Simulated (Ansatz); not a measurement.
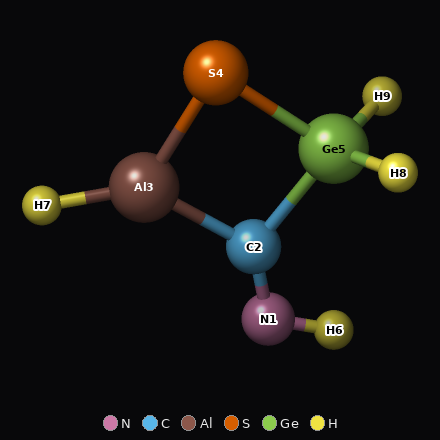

The system is CH4AlGeNS, SMILES N=[C]1[AlH][S][GeH2]1; the picture shows the reference structure. The first coordinate is: bond length Ge5–H8; the second: bond length Ge5–H9. Nothing is relaxed (all other coordinates rigid). The grid has 9 × 9 points. Points are written as (first, second). Energies are in kcal/mol, from the lowest grid point. All numbers below come from RKS BHLYP-D4/def2-SVP (Ansatz).

Its coordinates:

```xyz
9

N     0.3635    2.0175    0.2481
C     0.2850    0.7878   -0.0190
Al    1.3226   -0.4183   -1.2081
S     0.1308   -2.1770   -0.6814
Ge   -0.9462   -0.6747    0.6151
H    -0.3380    2.3320    0.9189
H     2.5342   -0.3255   -2.1965
H    -0.8453   -1.0462    2.0992
H    -2.4181   -0.5419    0.2066
```

Range: bond length Ge5–H8 from 1.349 to 1.917 Å; bond length Ge5–H9 from 1.319 to 2.147 Å.

> What landscape does the calculation give?

The lowest grid point is at (1.562 Å, 1.526 Å). No other kind of well shows on this grid. The highest grid point, (1.917 Å, 2.147 Å), lies 50.7 kcal/mol above the lowest. Round the minimum the contours are nearly round: the two directions are equally stiff and uncoupled.

| bond length Ge5–H9 ↓, bond length Ge5–H8 → | 1.349 | 1.420 | 1.491 | 1.562 | 1.633 | 1.704 | 1.775 | 1.846 | 1.917 |
| --- | --- | --- | --- | --- | --- | --- | --- | --- | --- |
| 2.147 | 43.2 | 37.2 | 34.4 | 34.1 | 35.6 | 38.3 | 41.9 | 46.1 | 50.7 |
| 2.043 | 35.5 | 29.5 | 26.8 | 26.5 | 28.0 | 30.7 | 34.3 | 38.5 | 43.1 |
| 1.940 | 28.1 | 22.0 | 19.4 | 19.1 | 20.6 | 23.4 | 27.1 | 31.2 | 35.7 |
| 1.836 | 21.1 | 15.1 | 12.4 | 12.1 | 13.7 | 16.5 | 20.3 | 24.6 | 29.1 |
| 1.733 | 15.0 | 9.0 | 6.3 | 6.1 | 7.6 | 10.5 | 14.3 | 18.6 | 23.3 |
| 1.629 | 10.5 | 4.5 | 1.8 | 1.6 | 3.2 | 6.1 | 9.8 | 14.2 | 18.9 |
| 1.526 | 8.9 | 2.9 | 0.2 | 0.0 | 1.6 | 4.5 | 8.3 | 12.6 | 17.4 |
| 1.422 | 11.9 | 5.9 | 3.2 | 2.9 | 4.5 | 7.4 | 11.2 | 15.6 | 20.3 |
| 1.319 | 21.9 | 15.8 | 13.1 | 12.9 | 14.4 | 17.3 | 21.1 | 25.5 | 30.2 |

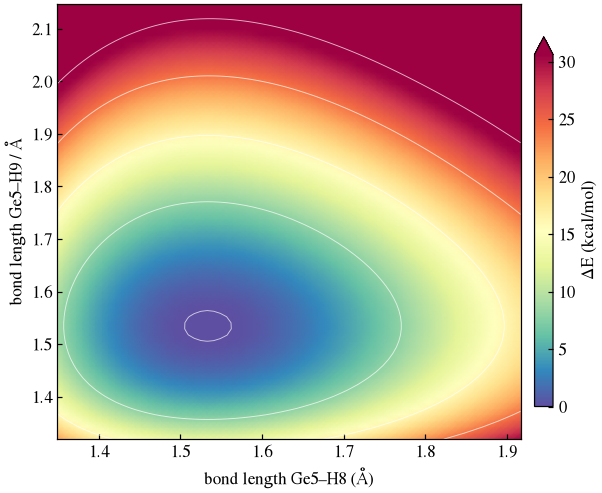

In the figure: a smooth colour map with a few white contour lines, one colour for all values above the top of the scale. Between grid points the surface is interpolated.

Each point was launched as `ansatz run input.yaml --threads 1 --pin off --max-ram 2560MiB --backend cpu --events-out ev --progress --plain --runs-dir out`. Time for the 81 points that were run: 12 min on 1 thread of Intel(R) Xeon(R) Processor @ 2.70GHz, on a shared host.
